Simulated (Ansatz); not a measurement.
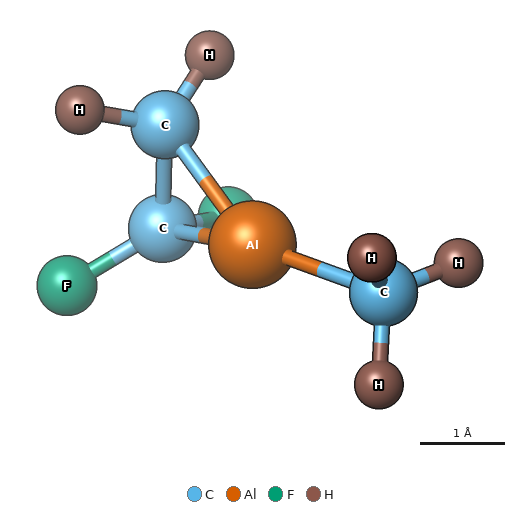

Figure 1. The structure as given in the input (ball-and-stick view, seen at a tilt). Sticks mark near contacts.

# Geometry relaxation, with input and output: C3H5AlF2

System: C3H5AlF2, SMILES [CH3][Al]1[CH2][C]1(F)F.
Method: RKS PBE0/def2-SVP (Ansatz 0.2.0).

It belongs to a series of runs on one base structure; here: end point B relaxed.

Input file:
```yaml
crystal:
  periodic: [false, false, false]
  atoms:
    - { symbol: C, position_ang: [-1.1933, -1.3223, 1.4507] }
    - { symbol: Al, position_ang: [0.0413, -0.1421, 0.4322] }
    - { symbol: C, position_ang: [1.74245, 0.88357, 0.32103] }
    - { symbol: C, position_ang: [1.40297, 0.27021, -0.98403] }
    - { symbol: F, position_ang: [2.28931, -0.82171, -1.28295] }
    - { symbol: F, position_ang: [1.06298, 1.04856, -2.02884] }
    - { symbol: H, position_ang: [-0.6933, -2.1793, 1.8183] }
    - { symbol: H, position_ang: [-2.0315, -1.5632, 0.7594] }
    - { symbol: H, position_ang: [-1.6474, -0.6864, 2.3375] }
    - { symbol: H, position_ang: [2.58504, 0.50027, 0.85352] }
    - { symbol: H, position_ang: [1.59854, 2.01216, 0.26404] }
basis:
  gaussian: { orbitals: def2-SVP }
hamiltonian:
  xc: pbe0
relax:
  f_tol: 0.015
  max_steps: 40
```

Command:
```bash
ansatz run input.yaml --threads 2 --pin off --max-ram 3072MiB --backend cpu --events-out ev --progress --plain --runs-dir out
```

The program's output:
```
The last accepted step is kept in [file] (removed where the run ends without a failure and the disk answers)
Engine: ansatz 0.2.0, x86_64-unknown-linux-gnu
Functional definition: PBE0
  parameter a = 0.25
  parameter kappa = 0.804
  parameter beta = 0.06672455060314922
  exchange = (1 - a)*pbe_x(kappa = kappa, mu = beta*pi^2/3) + a*exact_x
  correlation = pbe_c(beta = beta)
1214 factors; integrals over basis functions are off by at most 3.0e-4 eV
mean field evaluation 1: about -15190.5093 eV, gradient 6.2e1 eV
mean field evaluation 2: about -15185.3063 eV, gradient 7.3e1 eV
mean field evaluation 4: about -15199.9256 eV, gradient 5.1e0 eV
mean field evaluation 8: about -15200.0200 eV, gradient 8.4e-2 eV
mean field evaluation 16: about -15200.0200 eV, gradient 3.4e-5 eV
mean field -15200.02004815 eV, -558.5904338260 hartree, gradient 3.4e-5 eV, S^2 0.000000; 0 other end points of the search recorded, 0 dependent functions left out
the calculation of the forces begins
reference -15200.02007639 eV, -558.5904348637 hartree; 27, 27 occupied and 86, 86 virtual orbitals, 1214 factors
relax step   1: F+E_penalty+E_count = -15200.02004815 eV  Δ(F+E_penalty+E_count) = +0.000e0 eV  max|allowed force component| = 3.475e0 eV/Å  Δτ_max = 0.0000 Å  (29 SCF iters, accepted)
these checks for a lower state are left out or cut short: starts, cluster_reference, orbital_swaps, neighbouring_geometries, increment
1214 factors; integrals over basis functions are off by at most 2.9e-4 eV
mean field -15200.57774808 eV, -558.6109289205 hartree, gradient 1.9e-5 eV, S^2 0.000000; 0 other end points of the search recorded, 0 dependent functions left out
the calculation of the forces begins
reference -15200.57777656 eV, -558.6109299668 hartree; 27, 27 occupied and 86, 86 virtual orbitals, 1214 factors
relax step   2: F+E_penalty+E_count = -15200.57774808 eV  Δ(F+E_penalty+E_count) = -5.577e-1 eV  max|allowed force component| = 1.852e0 eV/Å  Δτ_max = 0.1966 Å  (35 SCF iters, accepted)
these checks for a lower state are left out or cut short: starts, cluster_reference, orbital_swaps, neighbouring_geometries, increment
1214 factors; integrals over basis functions are off by at most 2.9e-4 eV
mean field evaluation 32: about -15200.7176 eV, gradient 2.6e-5 eV
mean field -15200.71761789 eV, -558.6160690410 hartree, gradient 2.6e-5 eV, S^2 0.000000; 0 other end points of the search recorded, 0 dependent functions left out
the calculation of the forces begins
reference -15200.71764653 eV, -558.6160700935 hartree; 27, 27 occupied and 86, 86 virtual orbitals, 1214 factors
relax step   3: F+E_penalty+E_count = -15200.71761789 eV  Δ(F+E_penalty+E_count) = -1.399e-1 eV  max|allowed force component| = 1.264e0 eV/Å  Δτ_max = 0.0730 Å  (29 SCF iters, accepted)
these checks for a lower state are left out or cut short: starts, cluster_reference, orbital_swaps, neighbouring_geometries, increment
1214 factors; integrals over basis functions are off by at most 2.9e-4 eV
mean field -15200.76064483 eV, -558.6176502518 hartree, gradient 1.3e-5 eV, S^2 0.000000; 0 other end points of the search recorded, 0 dependent functions left out
the calculation of the forces begins
reference -15200.76067357 eV, -558.6176513081 hartree; 27, 27 occupied and 86, 86 virtual orbitals, 1214 factors
relax step   4: F+E_penalty+E_count = -15200.76064483 eV  Δ(F+E_penalty+E_count) = -4.303e-2 eV  max|allowed force component| = 4.279e-1 eV/Å  Δτ_max = 0.0393 Å  (29 SCF iters, accepted)
these checks for a lower state are left out or cut short: starts, cluster_reference, orbital_swaps, neighbouring_geometries, increment
1214 factors; integrals over basis functions are off by at most 3.1e-4 eV
mean field -15200.77249243 eV, -558.6180856432 hartree, gradient 1.8e-5 eV, S^2 0.000000; 0 other end points of the search recorded, 0 dependent functions left out
the calculation of the forces begins
reference -15200.77252135 eV, -558.6180867059 hartree; 27, 27 occupied and 86, 86 virtual orbitals, 1214 factors
relax step   5: F+E_penalty+E_count = -15200.77249243 eV  Δ(F+E_penalty+E_count) = -1.185e-2 eV  max|allowed force component| = 1.984e-1 eV/Å  Δτ_max = 0.1200 Å  (28 SCF iters, accepted)
these checks for a lower state are left out or cut short: starts, cluster_reference, orbital_swaps, neighbouring_geometries, increment
1214 factors; integrals over basis functions are off by at most 3.1e-4 eV
mean field -15200.73978752 eV, -558.6168837598 hartree, gradient 2.3e-5 eV, S^2 0.000000; 0 other end points of the search recorded, 0 dependent functions left out
the calculation of the forces begins
reference -15200.73981629 eV, -558.6168848170 hartree; 27, 27 occupied and 86, 86 virtual orbitals, 1214 factors
relax step   6: F+E_penalty+E_count = -15200.73978752 eV  Δ(F+E_penalty+E_count) = +3.270e-2 eV  max|allowed force component| = 5.569e-1 eV/Å  Δτ_max = 0.0930 Å  (28 SCF iters, rejected (line search))
these checks for a lower state are left out or cut short: starts, cluster_reference, orbital_swaps, neighbouring_geometries, increment
1214 factors; integrals over basis functions are off by at most 3.0e-4 eV
mean field -15200.77512688 eV, -558.6181824574 hartree, gradient 1.4e-5 eV, S^2 0.000000; 0 other end points of the search recorded, 0 dependent functions left out
the calculation of the forces begins
reference -15200.77515574 eV, -558.6181835178 hartree; 27, 27 occupied and 86, 86 virtual orbitals, 1214 factors
relax step   7: F+E_penalty+E_count = -15200.77512688 eV  Δ(F+E_penalty+E_count) = -2.634e-3 eV  max|allowed force component| = 3.542e-2 eV/Å  Δτ_max = 0.0188 Å  (30 SCF iters, accepted)
these checks for a lower state are left out or cut short: starts, cluster_reference, orbital_swaps, neighbouring_geometries, increment
1214 factors; integrals over basis functions are off by at most 3.0e-4 eV
mean field evaluation 64: about -15200.7753 eV, gradient 7.6e-4 eV
mean field -15200.77529018 eV, -558.6181884586 hartree, gradient 9.8e-6 eV, S^2 0.000000; 0 other end points of the search recorded, 0 dependent functions left out
the calculation of the forces begins
reference -15200.77531902 eV, -558.6181895183 hartree; 27, 27 occupied and 86, 86 virtual orbitals, 1214 factors
relax step   8: F+E_penalty+E_count = -15200.77529018 eV  Δ(F+E_penalty+E_count) = -1.633e-4 eV  max|allowed force component| = 2.784e-2 eV/Å  Δτ_max = 0.0114 Å  (25 SCF iters, accepted)
these checks for a lower state are left out or cut short: starts, cluster_reference, orbital_swaps, neighbouring_geometries, increment
1214 factors; integrals over basis functions are off by at most 3.1e-4 eV
mean field -15200.77537137 eV, -558.6181914421 hartree, gradient 1.1e-5 eV, S^2 0.000000; 0 other end points of the search recorded, 0 dependent functions left out
the calculation of the forces begins
reference -15200.77540018 eV, -558.6181925010 hartree; 27, 27 occupied and 86, 86 virtual orbitals, 1214 factors
relax step   9: F+E_penalty+E_count = -15200.77537137 eV  Δ(F+E_penalty+E_count) = -8.118e-5 eV  max|allowed force component| = 1.214e-2 eV/Å  Δτ_max = 0.0096 Å  (25 SCF iters, accepted)
```

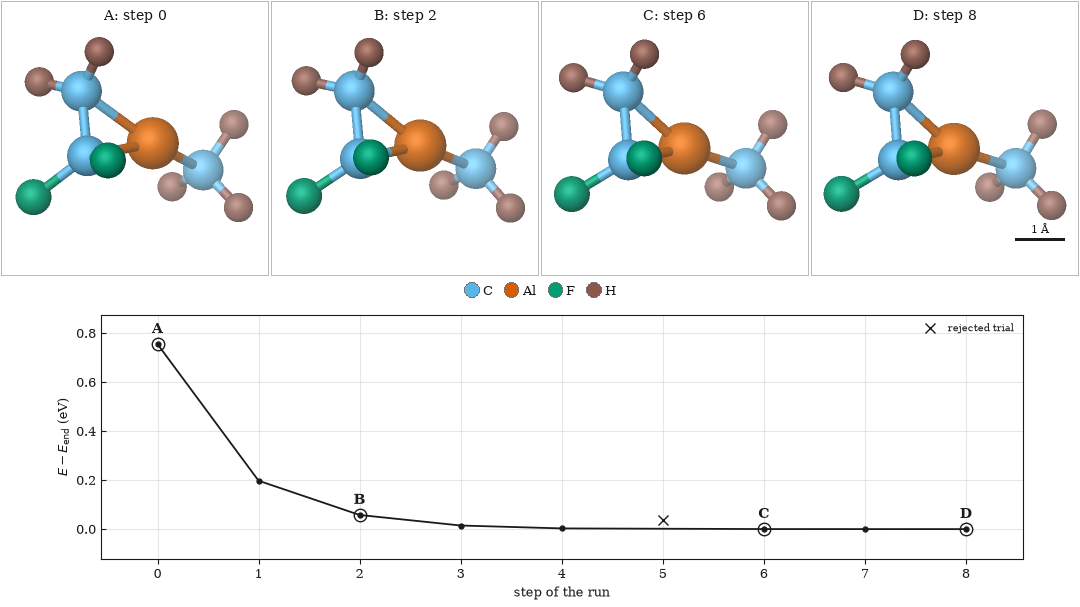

Figure 2. Frames of the relaxation (ball-and-stick view, seen at a tilt) above the curves, on which the letters mark them (the first geometry is step 0 here and step 1 in the log).

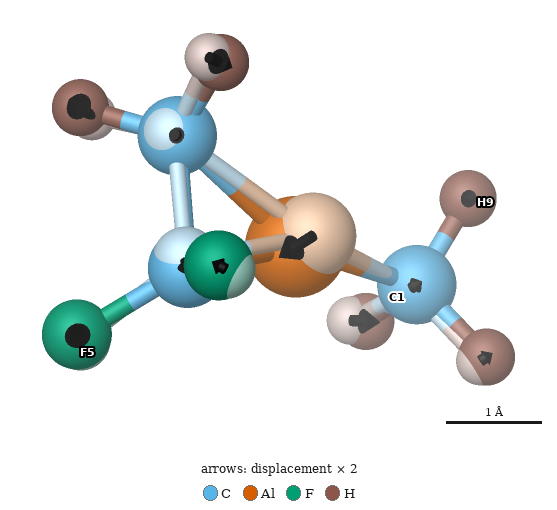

Figure 3. Start (faint) and end (solid) with the displacements as black arrows, magnified 2 times (ball-and-stick view, seen at a tilt). The two geometries are laid on each other by the best rigid fit. After 8 geometry steps the energy has fallen by 0.755 eV. Largest force component: 3.5 eV/Å at the start, 0.012 eV/Å at the end. The line search rejected the trial step at point 5 (counted from 0) and went back. The largest move after the best rigid fit is that of H10, 0.28 Å. By element the largest moves are H 0.28 Å, Al 0.27 Å, F 0.19 Å, C 0.10 Å. Among the contacts that change: C1–H9 1.182 → 1.102 Å, C4–F5 1.438 → 1.362 Å, C3–C4 1.481 → 1.546 Å, Al2–C4 2.007 → 1.952 Å. Among the angles that change: Al2–C3–H10 117.5° → 129.5°, Al2–C4–F6 119.7° → 129.5°, H10–C3–H11 118.7° → 110.4°. (Atoms are counted from 1 in the order of the input.)

```
1214 factors; integrals over basis functions are off by at most 3.1e-4 eV
mean field -15200.77537137 eV, -558.6181914421 hartree, gradient 1.1e-5 eV, S^2 0.000000; 1 other end points of the search recorded, 0 dependent functions left out
the calculation of the forces begins
reference -15200.77540018 eV, -558.6181925010 hartree; 27, 27 occupied and 86, 86 virtual orbitals, 1214 factors
Total energy: -15200.77540018 eV, -558.6181925010 hartree
Atom 0 at    -1.238057    -1.261746     1.446887 Å, force    -0.000499     0.000843     0.000854 eV/Å
Atom 1 at     0.185397    -0.362161     0.475601 Å, force    -0.003649     0.001340     0.001284 eV/Å
Atom 2 at     1.702974     0.836538     0.368160 Å, force     0.001005    -0.008390    -0.000517 eV/Å
Atom 3 at     1.363497     0.173274    -0.986003 Å, force    -0.004015     0.012139    -0.006136 eV/Å
Atom 4 at     2.353126    -0.673508    -1.385412 Å, force    -0.000286    -0.004844     0.001993 eV/Å
Atom 5 at     1.141373     1.051266    -1.993273 Å, force     0.003818    -0.003997     0.000945 eV/Å
Atom 6 at    -0.853609    -2.199754     1.882354 Å, force     0.000804    -0.001712     0.000308 eV/Å
Atom 7 at    -2.087219    -1.521115     0.796634 Å, force     0.000452    -0.000255     0.000159 eV/Å
Atom 8 at    -1.605938    -0.641095     2.279250 Å, force     0.000302    -0.000813    -0.000816 eV/Å
Atom 9 at     2.738763     0.686514     0.707931 Å, force     0.003415     0.004938    -0.000046 eV/Å
Atom 10 at     1.456782     1.911546     0.348742 Å, force    -0.001346     0.000750     0.001972 eV/Å
Dipole moment:    -0.493090    -0.180042     0.606961 e Å
```

Trajectory as extended XYZ (Å, eV, eV/Å), 9 frames, from step=1 to step=9:
```
11
Properties=species:S:1:pos:R:3:forces:R:3 step=1 energy=-15200.02005
C    -1.1933   -1.3223    1.4507   -1.7560   3.4752   0.3007
Al    0.0413   -0.1421    0.4322    0.9360  -0.6143  -0.2639
C     1.7425    0.8836    0.3210   -1.6100   2.3027   0.2626
C     1.4030    0.2702   -0.9840   -1.5712  -3.3271   0.0059
F     2.2893   -0.8217   -1.2830   -0.9526   2.0497  -0.2838
F     1.0630    1.0486   -2.0288    1.3914   0.0983  -0.1252
H    -0.6933   -2.1793    1.8183    0.6562  -1.3126   0.5380
H    -2.0315   -1.5632    0.7594    0.3115  -0.2377   0.4162
H    -1.6474   -0.6864    2.3375    0.8257  -1.3677  -1.4631
H     2.5850    0.5003    0.8535    1.1713  -0.0221   0.3228
H     1.5985    2.0122    0.2640    0.5976  -1.0445   0.2898
11
Properties=species:S:1:pos:R:3:forces:R:3 step=2 energy=-15200.57775
C    -1.2413   -1.2904    1.4741   -0.6068   1.0686  -0.1591
Al    0.0344   -0.2163    0.4344    0.5941   0.0343   0.1930
C     1.6924    0.8677    0.3160   -1.0890   0.4882   0.7785
C     1.3112    0.2102   -0.9902    1.8524  -0.2850  -1.4395
F     2.3481   -0.7062   -1.3235   -1.4756   0.6978   0.1335
F     1.2456    1.1214   -2.0254   -0.2302  -0.8130   0.6416
H    -0.7142   -2.1587    1.8663    0.1504  -0.4197   0.1297
H    -2.0835   -1.6098    0.8315    0.1700  -0.1391   0.1762
H    -1.6738   -0.7190    2.3360    0.3370  -0.3083  -0.4608
H     2.6280    0.5250    0.7744    0.1472   0.0784  -0.1026
H     1.6104    1.9757    0.2473    0.1505  -0.4022   0.1095
11
Properties=species:S:1:pos:R:3:forces:R:3 step=3 energy=-15200.71762
C    -1.2399   -1.2723    1.4496   -0.0110   0.1711  -0.1738
Al    0.0771   -0.2306    0.4564    0.2099  -0.0009   0.0331
C     1.6862    0.8821    0.3491   -0.1431  -0.1740   0.3794
C     1.3286    0.2072   -0.9726    0.7341  -0.3719  -1.2642
F     2.2889   -0.7419   -1.3468   -0.7918   0.7403   0.3930
F     1.2144    1.0835   -2.0229   -0.0448  -0.4576   0.5751
H    -0.7223   -2.1579    1.8551   -0.0385  -0.0353   0.0004
H    -2.0787   -1.6121    0.8219    0.0726  -0.0464   0.0088
H    -1.6524   -0.7077    2.2970    0.0069   0.0337   0.0923
H     2.6574    0.5729    0.7716   -0.0347   0.1137  -0.0686
H     1.5979    1.9765    0.2826    0.0403   0.0273   0.0246
11
Properties=species:S:1:pos:R:3:forces:R:3 step=4 energy=-15200.76065
C    -1.2362   -1.2599    1.4400    0.0894  -0.0848  -0.0235
Al    0.1067   -0.2563    0.4606    0.0014  -0.0286   0.0034
C     1.6811    0.8731    0.3628    0.1472  -0.1640   0.1276
C     1.3374    0.1964   -0.9774    0.0974  -0.1749  -0.4279
F     2.2822   -0.7279   -1.3477   -0.1451   0.2385   0.1410
F     1.1883    1.0613   -2.0128   -0.0014  -0.0689   0.1494
H    -0.7416   -2.1604    1.8512   -0.0571   0.0596  -0.0165
H    -2.0721   -1.5981    0.8118   -0.0172  -0.0023  -0.0376
H    -1.6367   -0.6901    2.2879   -0.0492   0.0587   0.1096
H     2.6729    0.5968    0.7595   -0.0469   0.0705  -0.0269
H     1.5752    1.9649    0.3049   -0.0186   0.0963   0.0015
11
Properties=species:S:1:pos:R:3:forces:R:3 step=5 energy=-15200.77249
C    -1.2410   -1.2613    1.4481   -0.0830   0.0292   0.0049
Al    0.1682   -0.3404    0.4828    0.1984   0.0720  -0.0649
C     1.7095    0.8405    0.3700   -0.0751   0.0202  -0.0565
C     1.3592    0.1714   -0.9836    0.0294  -0.0736   0.1573
F     2.3441   -0.6810   -1.3873   -0.0667   0.0465   0.0054
F     1.1284    1.0459   -1.9897    0.0342   0.0399  -0.0424
H    -0.8323   -2.1930    1.8748   -0.0195  -0.0045   0.0229
H    -2.0812   -1.5349    0.7912    0.0193  -0.0160   0.0050
H    -1.6332   -0.6546    2.2806    0.0415  -0.0280  -0.0061
H     2.7431    0.6849    0.7182   -0.0392  -0.0603  -0.0256
H     1.4923    1.9222    0.3357   -0.0392  -0.0255   0.0001
11
Properties=species:S:1:pos:R:3:forces:R:3 step=6 energy=-15200.73979 accepted=F
C    -1.2368   -1.2599    1.4507    0.1209  -0.1370   0.0132
Al    0.1925   -0.3773    0.4758   -0.1021   0.1603  -0.0347
C     1.6824    0.8555    0.3554    0.2424  -0.5569   0.2605
C     1.3638    0.1687   -0.9883   -0.2042   0.5355  -0.2525
F     2.3231   -0.7083   -1.3909    0.1772   0.0413   0.2180
F     1.2145    1.0803   -1.9820   -0.2452  -0.1860  -0.1860
H    -0.8545   -2.1985    1.8887    0.0026  -0.0025  -0.0181
H    -2.0794   -1.5254    0.7966   -0.0697   0.0298   0.0164
H    -1.5931   -0.6426    2.2884   -0.0624   0.0538  -0.0157
H     2.7162    0.6790    0.6810    0.0945   0.1211   0.1441
H     1.4284    1.9284    0.3654    0.0460  -0.0594  -0.1451
11
Properties=species:S:1:pos:R:3:forces:R:3 step=7 energy=-15200.77513
C    -1.2393   -1.2610    1.4477    0.0062  -0.0131  -0.0059
Al    0.1780   -0.3495    0.4779    0.0008   0.0036  -0.0095
C     1.7025    0.8406    0.3673    0.0220  -0.0032   0.0073
C     1.3611    0.1735   -0.9854   -0.0316   0.0354   0.0137
F     2.3451   -0.6784   -1.3847    0.0235  -0.0145   0.0000
F     1.1431    1.0525   -1.9930   -0.0019  -0.0092  -0.0027
H    -0.8419   -2.1954    1.8803   -0.0051   0.0059   0.0006
H    -2.0831   -1.5313    0.7948    0.0011   0.0037   0.0030
H    -1.6176   -0.6490    2.2815    0.0025   0.0052   0.0003
H     2.7348    0.6781    0.7136   -0.0092  -0.0011  -0.0068
H     1.4745    1.9196    0.3408   -0.0084  -0.0127   0.0000
11
Properties=species:S:1:pos:R:3:forces:R:3 step=8 energy=-15200.77529
C    -1.2385   -1.2613    1.4473    0.0013  -0.0056  -0.0007
Al    0.1821   -0.3559    0.4770   -0.0020  -0.0056  -0.0012
C     1.7028    0.8384    0.3677    0.0148  -0.0038   0.0044
C     1.3626    0.1728   -0.9856   -0.0199   0.0278   0.0033
F     2.3500   -0.6754   -1.3857    0.0097  -0.0075   0.0036
F     1.1412    1.0516   -1.9925    0.0008  -0.0057  -0.0060
H    -0.8487   -2.1978    1.8821   -0.0010   0.0046  -0.0017
H    -2.0846   -1.5259    0.7950    0.0005   0.0022   0.0036
H    -1.6119   -0.6445    2.2800    0.0010   0.0006  -0.0028
H     2.7372    0.6823    0.7100   -0.0040   0.0034  -0.0004
H     1.4649    1.9155    0.3454   -0.0013  -0.0105  -0.0021
11
Properties=species:S:1:pos:R:3:forces:R:3 step=9 energy=-15200.77537
C    -1.2381   -1.2617    1.4469   -0.0005   0.0008   0.0009
Al    0.1854   -0.3622    0.4756   -0.0036   0.0013   0.0013
C     1.7030    0.8365    0.3682    0.0010  -0.0084  -0.0005
C     1.3635    0.1733   -0.9860   -0.0040   0.0121  -0.0061
F     2.3531   -0.6735   -1.3854   -0.0003  -0.0048   0.0020
F     1.1414    1.0513   -1.9933    0.0038  -0.0040   0.0009
H    -0.8536   -2.1998    1.8824    0.0008  -0.0017   0.0003
H    -2.0872   -1.5211    0.7966    0.0005  -0.0003   0.0002
H    -1.6059   -0.6411    2.2793    0.0003  -0.0008  -0.0008
H     2.7388    0.6865    0.7079    0.0034   0.0049   0.0000
H     1.4568    1.9115    0.3487   -0.0013   0.0008   0.0020
```

Results in brief:

```json
{"quantity": "outcome", "value": "converged"}
{"quantity": "total energy", "value": "−15200.7754 eV"}
{"quantity": "mean-field energy", "value": "−15200.7754 eV"}
{"quantity": "largest force (length of the vector) at the end", "value": "0.014 eV/Å"}
{"quantity": "hardware", "value": "2 threads of Intel Xeon @ 2.50GHz (Skylake/Cascade Lake), 16 GiB of memory available, shared host"}
{"quantity": "wall time", "value": "45 s (CPU time 86 s)"}
{"quantity": "peak memory", "value": "0.27 GiB"}
```
